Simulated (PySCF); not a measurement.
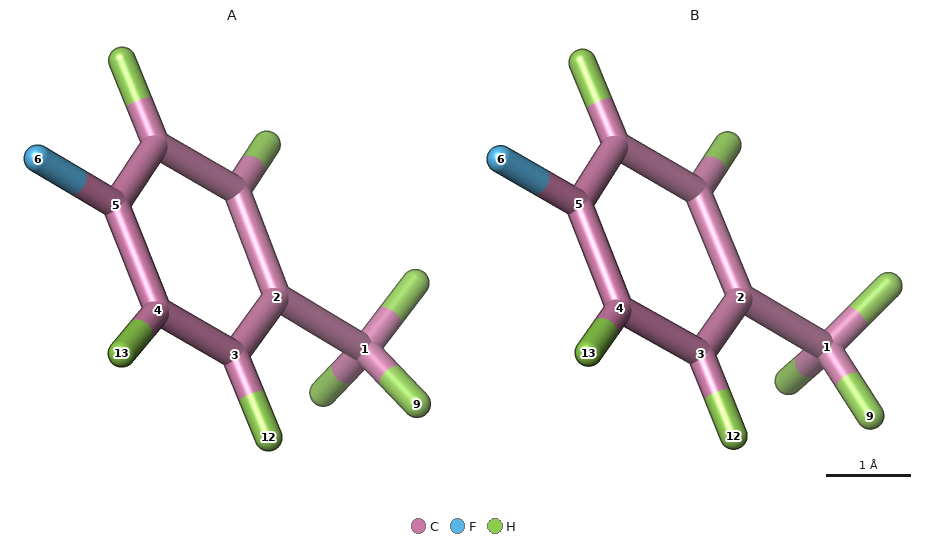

Two geometries of C$_{7}$H$_{7}$F, drawn at one scale. One is the start of a relaxation, the other its converged end. Style: stick. Shown from a free direction.

These are results of PBE0-D3(BJ)/def2-TZVP geometry optimisation, gas phase (PySCF), not measurements. 

> Which of the two is the end point?

Structure B is the relaxed one. The start comes from GFN2-xTB. Its atoms were then displaced at random by about 0.01 Å. Over 5 geometry steps the energy falls by 0.178 eV. An H atom moves most after the best rigid fit: 0.19 Å. By element the largest moves are H 0.19 Å, C 0.05 Å, F 0.01 Å. Near-neighbour distances that change, for instance: C–C 1.330 → 1.388 Å, C–H 1.055 → 1.085 Å, C–C 1.527 → 1.499 Å, C–H 1.110 → 1.083 Å. Bond angles that change, for instance: C–C–H 115.6° → 119.8°, H–C–H 111.3° → 107.5°, C–C–H 108.6° → 111.1°.
